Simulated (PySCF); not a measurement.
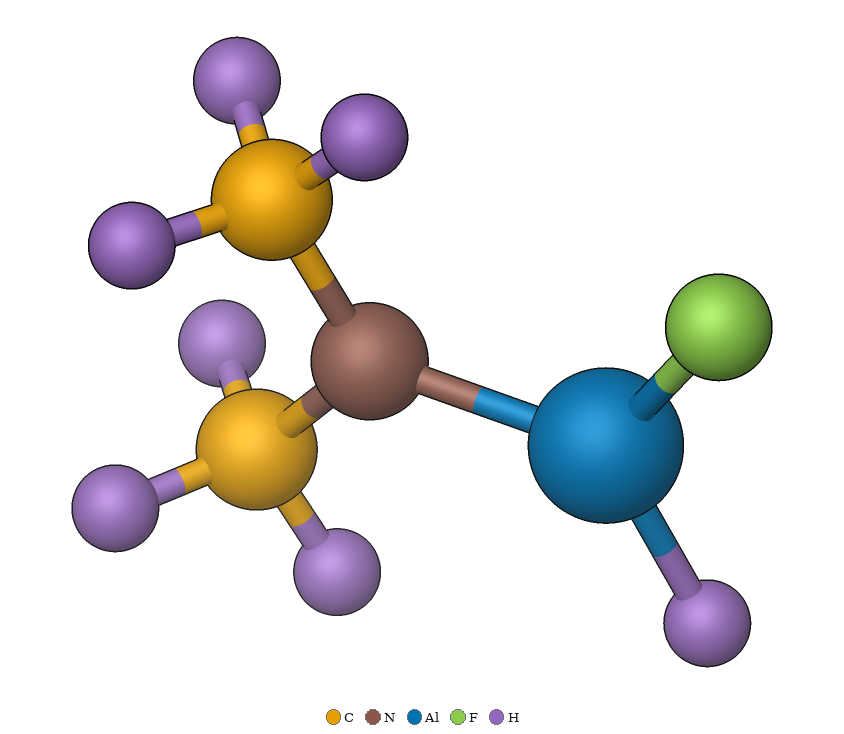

A ball-and-stick model of a molecule. Every bond is drawn as one stick, whatever its order.

Give the formula.

Answer. C2H7AlFN, 12 atoms: 2 carbon, 7 hydrogen, 1 aluminium, 1 fluorine and 1 nitrogen.

Count the bonded pairs by element.

Answer. 6 C–H, 2 C–N, 1 Al–N, 1 Al–F, 1 Al–H.

How many atoms are distinct by symmetry?

Answer. 10: 1 C, 1 N, 1 C, 1 Al, 1 F, 2 H, 1 H, 2 H, 1 H, 1 H.

Give the symmetry (Schoenflies symbol).

Answer. Cs.

What is its SMILES?

Answer. C[N](C)[AlH][F]

The parts below concern this one geometry. Atoms keep their numbers from picture to picture. The computed structure is the end point of a PBE0-D3(BJ)/def2-SVP optimisation. No frequency run is at hand to confirm it as a minimum.

### Geometry

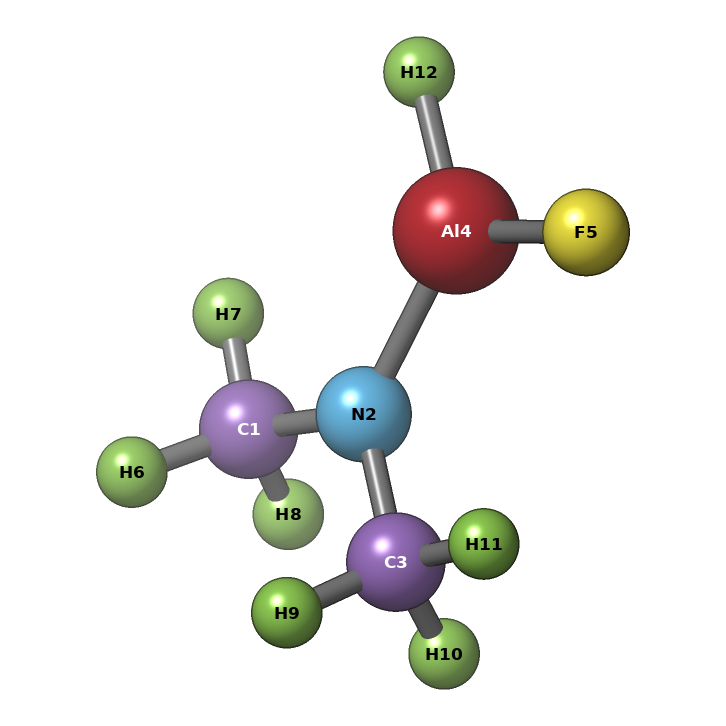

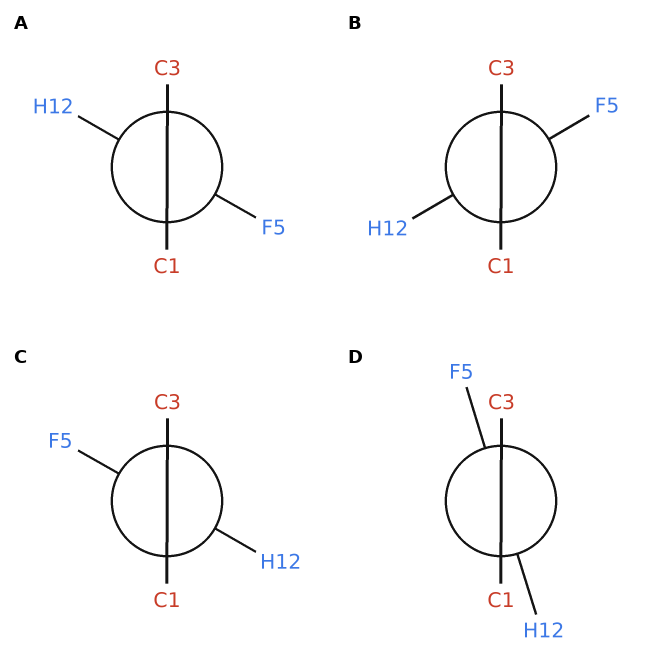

Depth is shown by fading: the farther an atom, the more it takes the colour of the background. Bonds that would overlap in a projection are set slightly apart. No frequency run is at hand to confirm it as a minimum.

Which Newman projection shows the view along N2–Al4, with N2 in front?

Answer. D. The torsion angle C1–N2–Al4–F5 is 180°, antiperiplanar (anti).

### Core levels

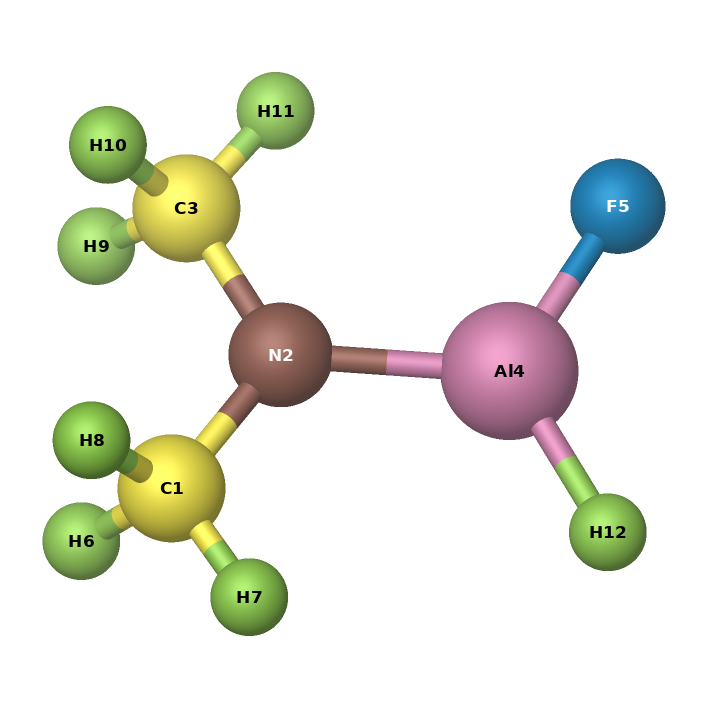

No frequency run is at hand to confirm it as a minimum. Properties computed with delta-SCF UKS SCAN, def2-TZVP on the ionised atom, pcseg-1 elsewhere, spin-free X2C (PySCF 2.14.0).

Give the core-electron binding energies (to vacuum; p and d levels without spin–orbit splitting) of C1 1s, N2 1s, Al4 1s, Al4 2p, F5 1s.

```tsv
atom	level	binding energy (eV)
C1	1s	292.0
N2	1s	404.8
Al4	1s	1570.1
Al4	2p	81.1
F5	1s	692.2
```

### Excitation

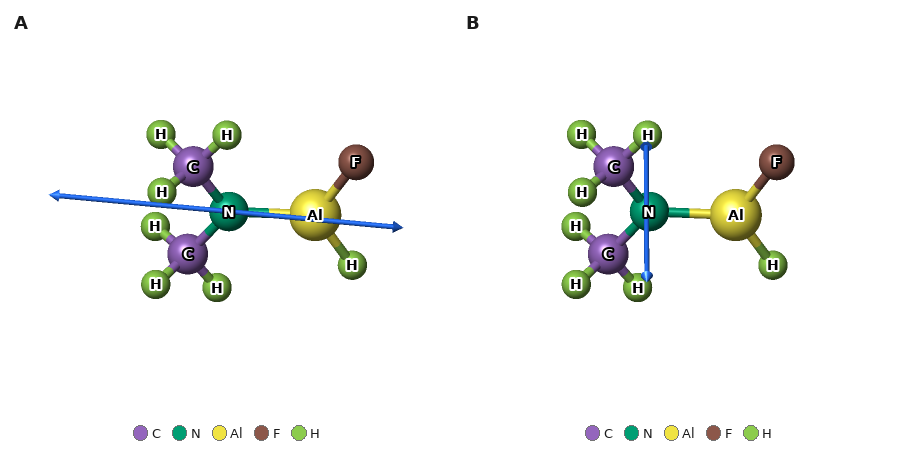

The double arrows show the directions of two transition dipoles from the ground state (lengths mean nothing). No frequency run is at hand to confirm it as a minimum. Method: TDDFT PBE/def2-SVPD, vertical, gas phase, core orbitals frozen in the response (PySCF 2.14.0).

One belongs to singlet state 2 and one to singlet state 5. Which is which?

Answer. A: state 2, 4.80 eV (259 nm), oscillator strength 0.13, mainly HOMO → LUMO (weight 0.97).
B: state 5, 6.31 eV (196 nm), oscillator strength 0.016, mainly HOMO → LUMO+4 (weight 1.00).

### Polarisability

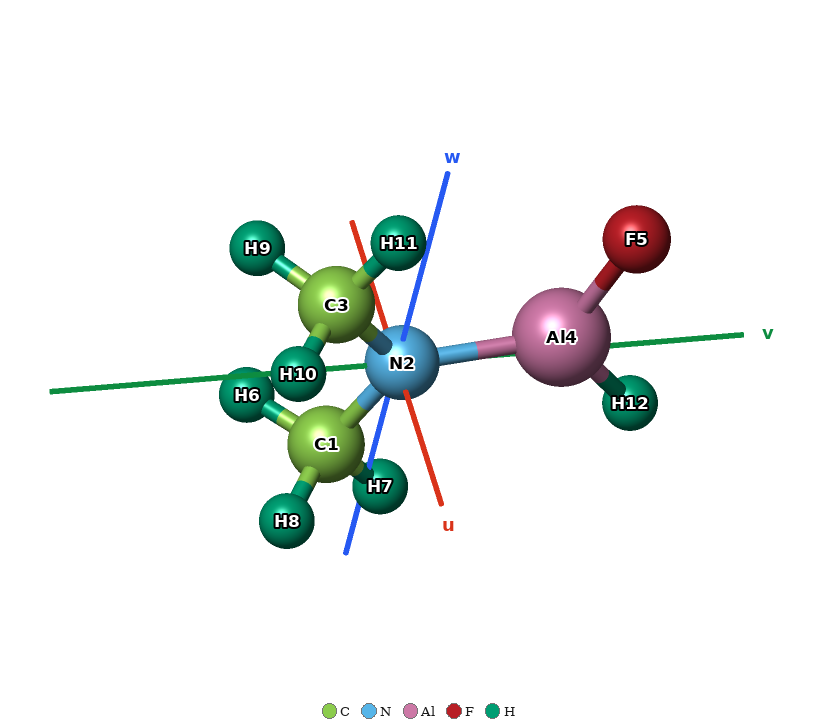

The lines u, v and w are the principal axes of the static dipole polarisability. No frequency run is at hand to confirm it as a minimum. Method: LDA/def2-SVPD (PySCF 2.14.0).

Along which axis is the molecule most polarisable, and along which least?

Answer. Most along v (nearly parallel to the N2–Al4 bond), least along u.

Give the three principal values.

Answer. u 54.1, v 77.9, w 64.8 bohr³; mean 65.6, anisotropy 20.6 bohr³.
